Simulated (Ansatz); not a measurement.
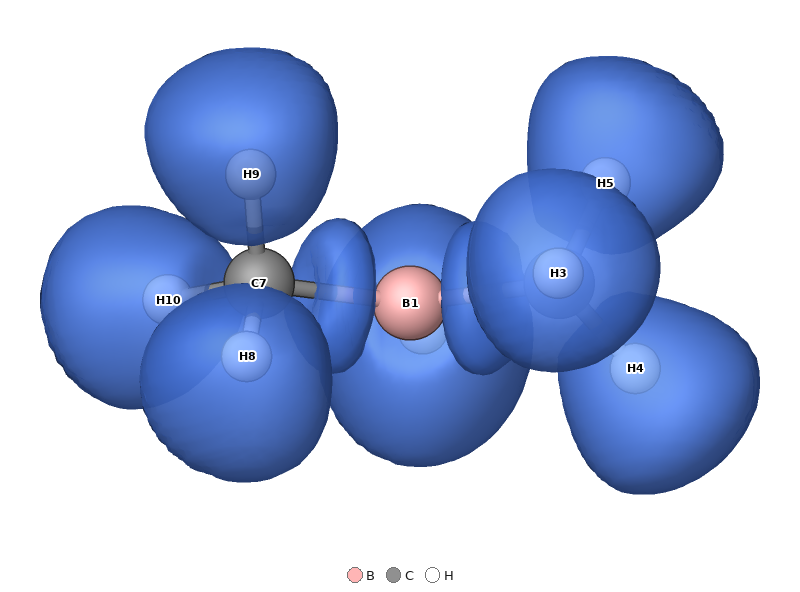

C₂H₇B. Isosurface of the ELF at 0.8 (blue), seen from one side. Core shells and regions of very low density are left out.

Not at a stationary point (largest force 0.7 eV/Å).

The calculation used Ansatz, RKS PBE0/def2-SVP.

```xyz
10

B     0.3304   -0.0045   -0.0680
C     0.6751   -0.0420    1.4729
H    -0.1439   -0.2627    2.1741
H     1.5199   -0.7239    1.6710
H     1.0554    0.9692    1.7182
H     1.3037    0.0944   -0.7614
C    -1.1109   -0.0080   -0.6764
H    -1.6696   -0.9057   -0.3511
H    -1.6901    0.8420   -0.2708
H    -1.1460    0.0412   -1.7738
```

Identify the bonds, lone pairs and shells in this picture.

The ELF exceeds this value in two regions between bonded B–C atoms (shared pairs) and seven regions around hydrogen nuclei. Profiles from the grid: C–B (1.56 Å): the ELF peaks at about 1 between the atoms, as expected for a shared electron pair. C–H (1.10 Å): the ELF climbs to about 1 towards the hydrogen, as it does in any bond to H; a covalent bond by its length.
